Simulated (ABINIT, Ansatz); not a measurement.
# How the form of the self-energy moves the gap of CdS (Hawleyite)

Aim: compare treatments of exchange, screening and correlation for the gap of CdS (Hawleyite).

Main program and level: ABINIT 10.8.3; PBE and many-body steps on it, plane waves.

**Experimental background.**

- Gap 2.42 eV: optical gap from inflexion point of photoacoustic spectrum, as-grown film; photoacoustic spectroscopy; film (as-grown chemical bath deposited film, about 0.25 um thick, deposited at 80 C) (“Study of the band--gap shift in CdS films: Influence of thermal annealing in different atmospheres”, 1995, arxiv:cond-mat/9501125).

## (1) Set-up

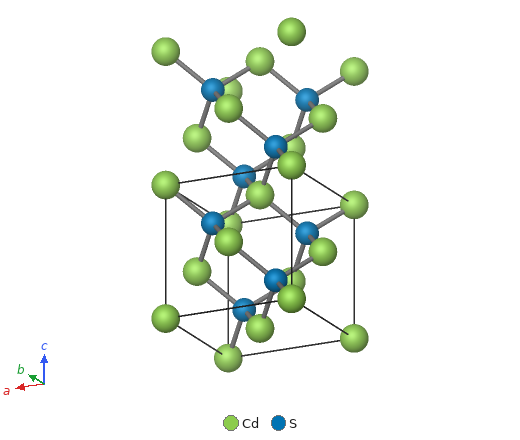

The cell as given, from a free direction (cadmium green, sulfur blue). 1×1×2 cells are drawn. This picture shows the conventional cell, with its axes. Bonds to atoms that aren't drawn are left out. Some periodic images of atoms are drawn too.

The cell and positions come from the Crystallography Open Database and are kept as given unless a step says otherwise.

## (2) Empty states on the mesh, 4×4×4 mesh, 137 bands

This step: ABINIT 10.8.3; DFT, PBE, plane waves, norm-conserving pseudopotentials.

The sums over transitions need many empty states on a uniform mesh; this step solves for them.

File run.abi:

```
acell 3*1.0 Angstrom
rprim 
  -0.000000000000 2.916500000000 2.916500000000
  2.916500000000 -0.000000000000 2.916500000000
  2.916500000000 2.916500000000 -0.000000000000
ntypat 2
znucl 48 16
natom 2
typat 1 2
xred 
  0.000000000000 0.000000000000 0.000000000000
  0.250000000000 0.250000000000 0.250000000000
pp_dirpath "pseudos"
pseudos "Cd.upf, S.upf"
ecut 47
ngkpt 4 4 4
nshiftk 1
shiftk 0 0 0
kptopt 1
chksymbreak 0
iscf -2
irdden 1
istwfk *1
nband 137
nbdbuf 12
tolwfr 1e-09
nstep 60
prtvol 0
indata_prefix "in"
outdata_prefix "out"
tmpdata_prefix "tmp"
```

Launch:

```
> OMP_NUM_THREADS=1 mpirun -n 4 abinit run.abi > log
```

Numbers of over 12 decimals in the logs are rounded to 6 here.

Output:

```text
.Version 10.8.3 of ABINIT. v10.8.2 released Aug 2026.

 Symmetries : space group F-4 3 m (#216); Bravais cF (face-center cubic)
[... echo of the input left out ...]
== DATASET  1 ==================================================================
-   mpi_nproc: 4, omp_nthreads: 1 (-1 if OMP is not activated)

--- !DatasetInfo
iteration_state: {dtset: 1, }
dimensions: {natom: 2, nkpt: 8, mband: 137, nsppol: 1, nspinor: 1, nspden: 1, mpw: 5180, }
cutoff_energies: {ecut:  47.0, pawecutdg:  -1.0, }
[...]
3.31331    3.39122    3.46317    3.46317    3.46317    3.59098    3.59098    3.59098
   3.67159    3.67166    3.67172    3.69848    3.69854    3.70227    3.71550    3.71744
   3.72528
 prteigrs : prtvol=0 or 1, do not print more k-points.

== END DATASET(S) ==============================================================
================================================================================

 -outvars: echo values of variables after computation  --------
            nband         137
             nkpt           8
          spgroup         216
 [... the other variables as echoed above ...]

 Calculation completed.
```

Run time: 53 s. Hardware: 4 MPI ranks of Intel Xeon Platinum 8488C (Sapphire Rapids), shared host; peak memory 0.43 GiB; 3.5 min of CPU time.

This step gave:

- gap: 1.145 eV
- k of the valence top: 0, 0, 0
- k of the conduction bottom: 0, 0, 0
- least direct gap: 1.145 eV
- k points computed: 8
- lowest point of the top converged band, above the valence top: 89.8716 eV

On this mesh the gap is 1.145 eV.

The density comes from a self-consistent run that is not shown.

## (3) Screening, 4×4×4 mesh, 58 bands, screening to 114.3 eV

The RPA dielectric matrix is built and inverted for each q.

This step: RPA screening on PBE, plane waves, norm-conserving pseudopotentials.

run.abi, as its differences from that of step 2:

```diff
@@ -20,10 +20,11 @@
 chksymbreak 0
-iscf -2
-irdden 1
 istwfk *1
-nband 137
-nbdbuf 12
-tolwfr 1e-09
-nstep 60
-prtvol 0
+occopt 1
+irdwfk 1
+optdriver 3
+nband 58
+ecuteps 4.2
+inclvkb 2
+awtr 1
+symchi 1
 indata_prefix "in"
```

Output:

```text
.Version 10.8.3 of ABINIT. v10.8.2 released Aug 2026.

 Symmetries : space group F-4 3 m (#216); Bravais cF (face-center cubic)
[... echo of the input left out ...]
== DATASET  1 ==================================================================
-   mpi_nproc: 4, omp_nthreads: 1 (-1 if OMP is not activated)

--- !DatasetInfo
iteration_state: {dtset: 1, }
dimensions: {natom: 2, nkpt: 8, mband: 58, nsppol: 1, nspinor: 1, nspden: 1, mpw: 5180, }
cutoff_energies: {ecut:  47.0, pawecutdg:  -1.0, }
electrons: {nelect:   2.60000000E+01, charge:   0.00000000E+00, occopt:   1.00000000E+00, tsmear:   1.00000000E-02, }

 SCREENING: Calculation of the susceptibility and dielectric matrices

 Based on a program developped by R.W. Godby, V. Olevano, G. Onida, and L. Reining.
 Incorporated in ABINIT by V. Olevano, G.-M. Rignanese, and M. Torrent.
.Using double precision arithmetic ; gwpc =  8

[... cell and pseudopotentials left out ...]
--------------------------------------------------------------------------------

 ==== K-mesh for the wavefunctions ====
 Number of points in the irreducible wedge :     8
[... list of points left out ...]
 Together with 24 symmetry operations and time-reversal symmetry
 yields    64 points in the full Brillouin Zone.

 ==== Q-mesh for the screening function ====
 Number of points in the irreducible wedge :     8
[... list of points left out ...]
 Together with 24 symmetry operations and time-reversal symmetry
 yields    64 points in the full Brillouin Zone.

 setmesh: FFT mesh size selected  =    32x   32x   32
          total number of points  =        32768

 vcoul_init : cutoff-mode = AUXILIARY_FUNCTION
 q-points for optical limit:   1
     1)      0.000010    0.000020    0.000030

- screening: taking advantage of time-reversal symmetry
- Maximum band index for partially occupied states nbvw = 13
- Remaining bands to be divided among processors   nbcw = 45
- Number of bands treated by each node ~11

 Number of electrons calculated from density =   26.0000; Expected =   26.0000
 average of density, n =  0.077653
 r_s =    1.4541
 omega_plasma =   26.8804 [eV]

 calculating chi0 at frequencies [eV] :
  1    0.000000E+00    0.000000E+00
  2    0.000000E+00    2.688042E+01

--------------------------------------------------------------------------------
  q-point number  1        q = ( 0.000000, 0.000000, 0.000000) [r.l.u.]
--------------------------------------------------------------------------------
[... chi0 elements left out ...]
 For q-point:  0.000010 0.000020 0.000030
  dielectric constant =  11.0517
  dielectric constant without local fields =  11.7482

  Average fulfillment of the sum rule on Im[epsilon] for q-point    1 :     42.27  [%]
[... wings left out ...]
  q-point number  2        q = ( 0.250000, 0.000000, 0.000000) [r.l.u.]
--------------------------------------------------------------------------------
[... chi0 elements left out ...]
  Average fulfillment of the sum rule on Im[epsilon] for q-point    2 :     57.21  [%]

 [... 6 further q-points ...]
```

The job ended after 15 s (4 MPI ranks; peak memory 0.85 GiB; 60 s of CPU time).

Numbers from this step:

```
ε∞ with local fields, on this mesh, along the program's q direction : 11.05
the same without local fields                                       : 11.75
plasma frequency                                                    : 26.88 eV
plane waves in the screening matrix                                 : 137
```

Local fields lower ε∞ by 6 %. On a Γ-centred mesh this coarse the value itself is usually too large, while a short band sum pulls it down.

## (4) G0W0, Godby-Needs plasmon pole

The self-energy is evaluated for the states that the input lists, and the levels follow from it, in one-shot runs by the linearised quasiparticle equation.

This step: G0W0 on PBE, plane waves, norm-conserving pseudopotentials.

run.abi, as its differences from that of step 3:

```diff
@@ -23,8 +23,15 @@
 irdwfk 1
-optdriver 3
+optdriver 4
 nband 58
+gwcalctyp 0
+ecutsigx 47
+symsigma 1
+nkptgw 1
+kptgw 
+  0.0000000000 0.0000000000 0.0000000000
+bdgw 
+  11 17
 ecuteps 4.2
-inclvkb 2
-awtr 1
-symchi 1
+irdscr 1
+ppmodel 1
 indata_prefix "in"
```

Output:

```text
.Version 10.8.3 of ABINIT. v10.8.2 released Aug 2026.

 Symmetries : space group F-4 3 m (#216); Bravais cF (face-center cubic)
[... echo of the input left out ...]
== DATASET  1 ==================================================================
-   mpi_nproc: 4, omp_nthreads: 1 (-1 if OMP is not activated)

--- !DatasetInfo
iteration_state: {dtset: 1, }
dimensions: {natom: 2, nkpt: 8, mband: 58, nsppol: 1, nspinor: 1, nspden: 1, mpw: 5180, }
cutoff_energies: {ecut:  47.0, pawecutdg:  -1.0, }
electrons: {nelect:   2.60000000E+01, charge:   0.00000000E+00, occopt:   1.00000000E+00, tsmear:   1.00000000E-02, }

 SIGMA: Calculation of the GW corrections

 Based on a program developped by R.W. Godby, V. Olevano, G. Onida, and L. Reining.
 Incorporated in ABINIT by V. Olevano, G.-M. Rignanese, and M. Torrent.
.Using double precision arithmetic ; gwpc =  8

[... cell and pseudopotentials left out ...]
--------------------------------------------------------------------------------

 ==== K-mesh for the wavefunctions ====
 Number of points in the irreducible wedge :     8
[... list of points left out ...]
 Together with 24 symmetry operations and time-reversal symmetry
 yields    64 points in the full Brillouin Zone.

 ==== Q-mesh for screening function ====
 Number of points in the irreducible wedge :     8
[... list of points left out ...]
 Together with 24 symmetry operations and time-reversal symmetry
 yields    64 points in the full Brillouin Zone.

 vcoul_init : cutoff-mode = AUXILIARY_FUNCTION
 q-points for optical limit:   1
     1)      0.000010    0.000020    0.000030
 setmesh: FFT mesh size selected  =    50x   50x   50
          total number of points  =       125000

 Number of electrons calculated from density =   26.0000; Expected =   26.0000
 average of density, n =  0.077653
 r_s =    1.4541
 omega_plasma =   26.8804 [eV]

 === KS Band Gaps ===
  >>>> For spin  1
   Minimum direct gap =   1.1447 [eV], located at k-point      :   0.0000  0.0000  0.0000
   Fundamental gap    =   1.1447 [eV], Top of valence bands at :   0.0000  0.0000  0.0000
                                       Bottom of conduction at :   0.0000  0.0000  0.0000
 SIGMA fundamental parameters:
 PLASMON POLE MODEL  1
 number of plane-waves for SigmaX                 5065
 number of plane-waves for SigmaC and W            137
 number of plane-waves for wavefunctions          5065
 number of bands                                    58
 number of independent spin polarizations            1
 number of spinorial components                      1
 number of k-points in IBZ                           8
 number of q-points in IBZ                           8
 number of symmetry operations                      24
 number of k-points in BZ                           64
 number of q-points in BZ                           64
 number of frequencies for dSigma/dE                 9
 frequency step for dSigma/dE [eV]                0.25
 number of omega for Sigma on real axis              0
 max omega for Sigma on real axis  [eV]           0.00
 zcut for avoiding poles [eV]                     0.10

 EPSILON^-1 parameters (SCR file):
 dimension of the eps^-1 matrix on file            137
 dimension of the eps^-1 matrix used               137
 number of plane-waves for wavefunctions          5065
 number of bands                                    58
 number of q-points in IBZ                           8
 number of frequencies                               2
 number of real frequencies                          1
 number of imag frequencies                          1

 matrix elements of self-energy operator (all in [eV])

 Perturbative Calculation

--- !SelfEnergy_ee
iteration_state: {dtset: 1, }
kpoint     : [   0.000,    0.000,    0.000, ]
spin       : 1
KS_gap     :    1.145
QP_gap     :    2.035
Delta_QP_KS:    0.890
data: !SigmaeeData |
     Band     E0 <VxcDFT>   SigX SigC(E0)      Z dSigC/dE  Sig(E)    E-E0       E
       11   4.366 -15.389 -18.420   2.464   0.783  -0.278 -15.833  -0.444   3.922
       12   4.366 -15.389 -18.420   2.464   0.783  -0.278 -15.833  -0.444   3.922
       13   4.366 -15.389 -18.420   2.464   0.783  -0.278 -15.833  -0.444   3.922
       14   5.511 -10.636  -6.668  -3.419   0.814  -0.229 -10.190   0.446   5.957
       15  10.897 -10.642  -5.801  -3.971   0.813  -0.230  -9.936   0.707  11.604
       16  10.897 -10.642  -5.801  -3.971   0.813  -0.230  -9.936   0.707  11.604
       17  10.897 -10.642  -5.801  -3.971   0.813  -0.230  -9.936   0.707  11.604

== END DATASET(S) ==============================================================
================================================================================

 -outvars: echo values of variables after computation  --------
           etotal      0.0000000000E+00
            nband          58
             nkpt           8
          spgroup         216
 [... the other variables as echoed above ...]

 Calculation completed.
```

Elapsed: 3.8 s, on 4 MPI ranks; peak memory 0.68 GiB.

This step gave:

- G0W0 gap on the points computed: 2.035 eV
- starting gap on the mesh: 1.145 eV
- k of the valence top: 0, 0, 0
- k of the conduction bottom: 0, 0, 0
- Z at the valence top: 0.783
- Z at the conduction bottom: 0.814
- least direct G0W0 gap on the computed points: 2.035 eV

The gap on the mesh goes from 1.14 eV to 2.03 eV, a correction of +0.89 eV.

## (5) G0W0, Hybertsen-Louie plasmon pole

run.abi, as its differences from that of step 4:

```diff
@@ -35,3 +35,3 @@
 irdscr 1
-ppmodel 1
+ppmodel 2
 indata_prefix "in"
```

Output:

```text
.Version 10.8.3 of ABINIT. v10.8.2 released Aug 2026.

 Symmetries : space group F-4 3 m (#216); Bravais cF (face-center cubic)
[... echo of the input left out ...]
== DATASET  1 ==================================================================
-   mpi_nproc: 4, omp_nthreads: 1 (-1 if OMP is not activated)

--- !DatasetInfo
iteration_state: {dtset: 1, }
dimensions: {natom: 2, nkpt: 8, mband: 58, nsppol: 1, nspinor: 1, nspden: 1, mpw: 5180, }
cutoff_energies: {ecut:  47.0, pawecutdg:  -1.0, }
electrons: {nelect:   2.60000000E+01, charge:   0.00000000E+00, occopt:   1.00000000E+00, tsmear:   1.00000000E-02, }

 SIGMA: Calculation of the GW corrections

 Based on a program developped by R.W. Godby, V. Olevano, G. Onida, and L. Reining.
 Incorporated in ABINIT by V. Olevano, G.-M. Rignanese, and M. Torrent.
.Using double precision arithmetic ; gwpc =  8

[... cell and pseudopotentials left out ...]
--------------------------------------------------------------------------------

 ==== K-mesh for the wavefunctions ====
 Number of points in the irreducible wedge :     8
[... list of points left out ...]
 Together with 24 symmetry operations and time-reversal symmetry
 yields    64 points in the full Brillouin Zone.

 ==== Q-mesh for screening function ====
 Number of points in the irreducible wedge :     8
[... list of points left out ...]
 Together with 24 symmetry operations and time-reversal symmetry
 yields    64 points in the full Brillouin Zone.

 vcoul_init : cutoff-mode = AUXILIARY_FUNCTION
 q-points for optical limit:   1
     1)      0.000010    0.000020    0.000030
 setmesh: FFT mesh size selected  =    50x   50x   50
          total number of points  =       125000

 Number of electrons calculated from density =   26.0000; Expected =   26.0000
[...]
number of q-points in BZ                           64
 number of frequencies for dSigma/dE                 9
 frequency step for dSigma/dE [eV]                0.25
 number of omega for Sigma on real axis              0
 max omega for Sigma on real axis  [eV]           0.00
 zcut for avoiding poles [eV]                     0.10

 EPSILON^-1 parameters (SCR file):
 dimension of the eps^-1 matrix on file            137
 dimension of the eps^-1 matrix used               137
 number of plane-waves for wavefunctions          5065
 number of bands                                    58
 number of q-points in IBZ                           8
 number of frequencies                               2
 number of real frequencies                          1
 number of imag frequencies                          1

 matrix elements of self-energy operator (all in [eV])

 Perturbative Calculation

--- !SelfEnergy_ee
iteration_state: {dtset: 1, }
kpoint     : [   0.000,    0.000,    0.000, ]
spin       : 1
KS_gap     :    1.145
QP_gap     :    2.100
Delta_QP_KS:    0.955
data: !SigmaeeData |
     Band     E0 <VxcDFT>   SigX SigC(E0)      Z dSigC/dE  Sig(E)    E-E0       E
       11   4.366 -15.389 -18.420   2.136   0.855  -0.170 -16.153  -0.764   3.602
       12   4.366 -15.389 -18.420   2.136   0.855  -0.170 -16.153  -0.764   3.602
       13   4.366 -15.389 -18.420   2.136   0.855  -0.170 -16.153  -0.764   3.602
       14   5.511 -10.636  -6.668  -3.749   0.868  -0.152 -10.446   0.191   5.701
       15  10.897 -10.642  -5.801  -4.231   0.868  -0.153 -10.114   0.529  11.426
       16  10.897 -10.642  -5.801  -4.231   0.868  -0.153 -10.114   0.529  11.426
       17  10.897 -10.642  -5.801  -4.231   0.868  -0.153 -10.114   0.529  11.426

== END DATASET(S) ==============================================================
================================================================================

 -outvars: echo values of variables after computation  --------
           etotal      0.0000000000E+00
            nband          58
             nkpt           8
          spgroup         216
 [... the other variables as echoed above ...]

 Calculation completed.
```

The job ended after 3.7 s (4 MPI ranks; peak memory 0.67 GiB; 14 s of CPU time).

This step gave:

```yaml
g0w0_gap_on_the_points_computed: 2.099 eV
starting_gap_on_the_mesh: 1.145 eV
k_of_the_valence_top: 0, 0, 0
k_of_the_conduction_bottom: 0, 0, 0
z_at_the_valence_top: 0.855
z_at_the_conduction_bottom: 0.868
least_direct_g0w0_gap_on_the_computed_points: 2.099 eV
```

Against G0W0 in ABINIT (4×4×4 mesh, 58 bands, screening to 114.3 eV, Godby-Needs plasmon pole), the gap moves by +0.064 eV.

## (6) G0W0, Engel-Farid plasmon pole

run.abi, as its differences from that of step 5:

```diff
@@ -35,3 +35,3 @@
 irdscr 1
-ppmodel 2
+ppmodel 4
 indata_prefix "in"
```

Output:

```text
.Version 10.8.3 of ABINIT. v10.8.2 released Aug 2026.

 Symmetries : space group F-4 3 m (#216); Bravais cF (face-center cubic)
[... echo of the input left out ...]
== DATASET  1 ==================================================================
-   mpi_nproc: 4, omp_nthreads: 1 (-1 if OMP is not activated)

--- !DatasetInfo
iteration_state: {dtset: 1, }
dimensions: {natom: 2, nkpt: 8, mband: 58, nsppol: 1, nspinor: 1, nspden: 1, mpw: 5180, }
cutoff_energies: {ecut:  47.0, pawecutdg:  -1.0, }
[...]
15  10.897 -10.642  -5.801  -4.055   0.822  -0.216  -9.996   0.646  11.543
       16  10.897 -10.642  -5.801  -4.055   0.822  -0.216  -9.996   0.646  11.543
       17  10.897 -10.642  -5.801  -4.055   0.822  -0.216  -9.996   0.646  11.543

== END DATASET(S) ==============================================================
================================================================================

 -outvars: echo values of variables after computation  --------
           etotal      0.0000000000E+00
            nband          58
             nkpt           8
          spgroup         216
 [... the other variables as echoed above ...]

 Calculation completed.
```

The job ended after 3.4 s (4 MPI ranks; peak memory 0.68 GiB; 13 s of CPU time).

This step gave:

* G0W0 gap on the points computed: 1.969 eV
* starting gap on the mesh: 1.145 eV
* k of the valence top: 0, 0, 0
* k of the conduction bottom: 0, 0, 0
* least direct G0W0 gap on the computed points: 1.969 eV

Against G0W0 in ABINIT (4×4×4 mesh, 58 bands, screening to 114.3 eV, Godby-Needs plasmon pole), the gap moves by −0.066 eV.

(Continued in part 2 of 2.)

[Paths, hosts, dates, memory and timing lines, banners, echoed tables and standing remarks are left out of the program output.]

[Logs are printed without paths, hosts, clocks, repeated set-up lines and the standing remarks that a program may print on its own settings, such as how far it seeks lower states.]

[Runs of the session that timed out or met a known fault of the program may be left out.]

[Hosts, paths, dates, database ids (printed as entryN), source tags and the programs' standing remarks are cut or masked in the printed files.]

[G0W0 gaps are taken among the corrected bands and points alone; a level outside them can change the order at an edge.]

[Where Ansatz stands beside ABINIT at settings called matched, ABINIT's density can come from a denser mesh and the files from another edition; pairs whose starting gaps differed by over 0.03 eV were left out, so agreement reads better than it is.]
